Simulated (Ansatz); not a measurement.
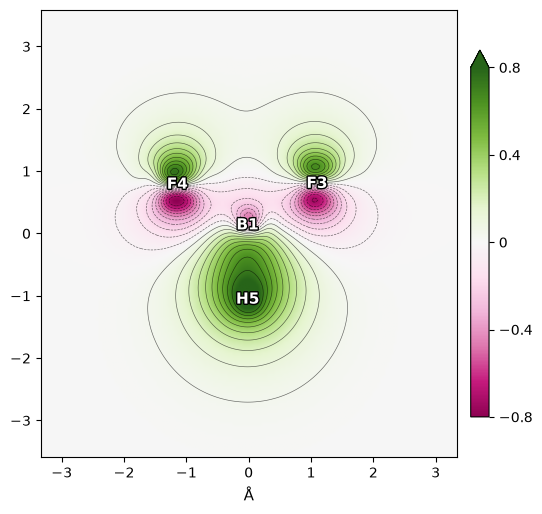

The picture shows: BF2H···HF. The HOMO on the plane of atoms F4, B1 and H5 (values in Å⁻³ᐟ²; the overall sign is arbitrary).

Not at a stationary point (largest force 0.6 eV/Å).

The calculation used RHF/def2-SVP in Ansatz 0.2.0.

The calculation's input:

```
crystal:
  periodic: [false, false, false]
  atoms:
    - { symbol: B, position_ang: [0.0, 0.0, 0.0] }
    - { symbol: F, position_ang: [0.0, 0.0, 1.67] }
    - { symbol: F, position_ang: [1.1431, 0.0, -0.66] }
    - { symbol: F, position_ang: [-1.1431, 0.0, -0.66] }
    - { symbol: H, position_ang: [0.0623, -1.4126, 0.4698] }
    - { symbol: H, position_ang: [0.0491, -1.1133, 1.3144] }
basis:
  gaussian: { orbitals: def2-SVP }
hamiltonian:
  xc: hf
relax:
  f_tol: 0.15
  max_steps: 25
  restrain:
    - { distance: [0, 4], at: 1.19, k: 30.0 }
    - { distance: [5, 1], at: 0.92, k: 30.0 }
    - { distance: [0, 1], at: 2.52, k: 30.0 }
    - { distance: [5, 4], at: 1.86, k: 30.0 }
output:
  orbitals: {}
```

Launched as:

```sh
ansatz run input.yaml --threads 1 --pin off --max-ram 2048MiB --backend cpu --events-out ev --progress --plain --runs-dir out
```

The fields are those of the run's last geometry, not of the input's.

> Describe this orbital and give its energy.

By Hirshfeld shares it lies mainly on H5 (about 35 %), B1 (about 30 %), F4 (about 15 %) and F3 (about 15 %). Its energy is −15.24 eV.
